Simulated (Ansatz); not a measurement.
K₂CO₃ (space group C2/c)

```
K2CO3
1.0
    2.78823    -4.98410     0.00000
    2.78823     4.98410     0.00000
   -1.22927     0.00000     6.68393
K C O
4 2 6
Direct
  0.33493   0.66507   0.25000
  0.66507   0.33493   0.75000
  0.00000   0.00000   0.00000
  0.00000   0.00000   0.50000
  0.33163   0.66837   0.75000
  0.66837   0.33163   0.25000
  0.77862   0.57126   0.18978
  0.22138   0.42874   0.81022
  0.42874   0.22138   0.31022
  0.57126   0.77862   0.68978
  0.79833   0.20167   0.25000
  0.20167   0.79833   0.75000
```

The volume is varied about the relaxed value V₀ at fixed cell shape. The atoms relax within the cell's symmetry.

These are PBEsol (plane waves to 420 eV, PAW, scalar-relativistic; Ansatz, a first-principles code) values and carry that method's errors. k mesh 6×6×4 (Γ-centred), Fermi-Dirac smearing 0.05 eV. Energies are smeared free energies. With the shape held, the modulus is that of even scaling; a crystal free to change shape is softer. K2CO3 was relaxed with its symmetry unable to fall. This is one of several known forms of K2CO3; the measured ambient cells at hand have space group No. 14. The zero of ΔE is the relaxed starting cell.

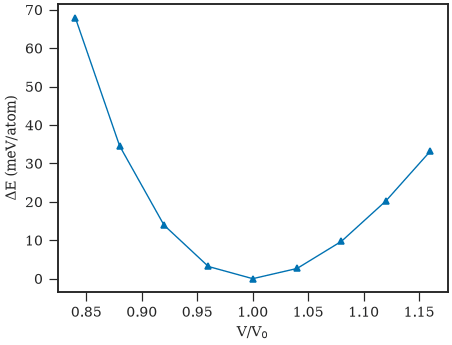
Figure: ΔE (meV/atom) against V/V₀; one marker a computed point.

Task: What is ΔE at V/V₀ = 0.840?

Result: About 68 meV/atom.

Task: What is ΔE at V/V₀ = 1.160?

Result: About 33 meV/atom.

Task: What bulk modulus at fixed cell shape B₀ follows from a third-order Birch-Murnaghan fit?

Result: About 37 GPa.

(Under strain, the slope of the energy per volume gives the stress and its curvature an elastic modulus.)
